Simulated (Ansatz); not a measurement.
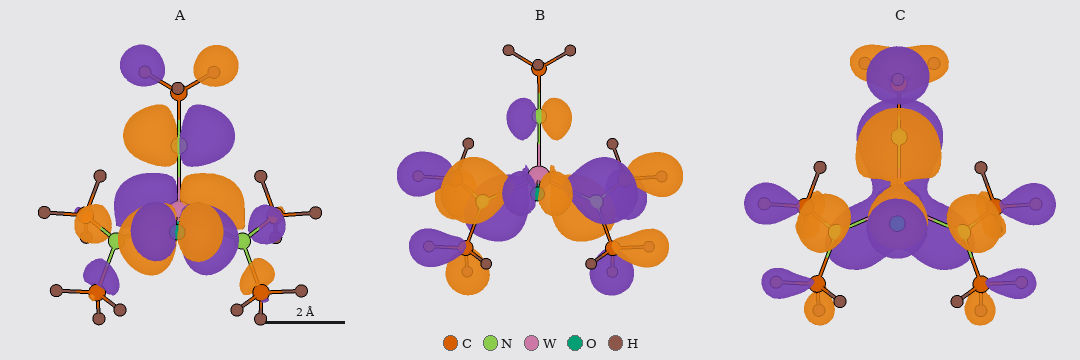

Figure 1: C$_{5}$H$_{15}$N$_{3}$OW (SMILES C[N]=[W](=[O])([N](C)C)[N](C)C). Three frontier orbitals at ±0.08 Å⁻³ᐟ² (orange and purple are the two phases), in no order.

Geometry: PBE0-D4/def2-TZVP; core potentials replace the inner electrons of W.

Level of theory: RKS PBE0-D4/def2-TZVPP in Ansatz.

```yaml
atoms:
  - { symbol: C, position_ang: [1.0689, -3.2082, -0.2677] }
  - { symbol: N, position_ang: [0.6202, -1.8688, -0.1223] }
  - { symbol: W, position_ang: [0.1399, -0.2873, -0.7331] }
  - { symbol: O, position_ang: [0.1915, -0.1152, -2.4488] }
  - { symbol: N, position_ang: [-1.6947, 0.0073, -0.1224] }
  - { symbol: C, position_ang: [-2.5025, 1.0380, -0.7368] }
  - { symbol: C, position_ang: [-2.3898, -0.6944, 0.9291] }
  - { symbol: N, position_ang: [1.3642, 1.0097, 0.0696] }
  - { symbol: C, position_ang: [2.2116, 0.8153, 1.2209] }
  - { symbol: C, position_ang: [1.4755, 2.3392, -0.4892] }
  - { symbol: H, position_ang: [1.2223, -3.4872, -1.3161] }
  - { symbol: H, position_ang: [0.3417, -3.9030, 0.1678] }
  - { symbol: H, position_ang: [2.0152, -3.3529, 0.2661] }
  - { symbol: H, position_ang: [-1.9719, 1.5130, -1.5645] }
  - { symbol: H, position_ang: [-3.4326, 0.6151, -1.1398] }
  - { symbol: H, position_ang: [-2.7738, 1.8176, -0.0119] }
  - { symbol: H, position_ang: [-1.7641, -1.4874, 1.3358] }
  - { symbol: H, position_ang: [-3.3194, -1.1418, 0.5504] }
  - { symbol: H, position_ang: [-2.6614, -0.0136, 1.7479] }
  - { symbol: H, position_ang: [3.2625, 1.0150, 0.9692] }
  - { symbol: H, position_ang: [1.9332, 1.4958, 2.0376] }
  - { symbol: H, position_ang: [2.1308, -0.2079, 1.5847] }
  - { symbol: H, position_ang: [0.8678, 2.4393, -1.3909] }
  - { symbol: H, position_ang: [1.1495, 3.1030, 0.2299] }
  - { symbol: H, position_ang: [2.5155, 2.5594, -0.7654] }
```

> Order the three orbitals by energy and name them.

C is the HOMO−1 (−6.78 eV). It lies mainly on N2 (about 30 %), W3 (about 15 %), O4 (about 10 %), N5 (about 10 %) and N8 (about 10 %). B is the HOMO (−6.17 eV). It lies mainly on N8 (about 25 %) and N5 (about 25 %). A is the LUMO (−0.30 eV). Its weight (Hirshfeld) is mainly on W3 (about 50 %), N2 (about 20 %) and O4 (about 10 %).

> What is the HOMO–LUMO gap?

5.87 eV between the orbital energies.
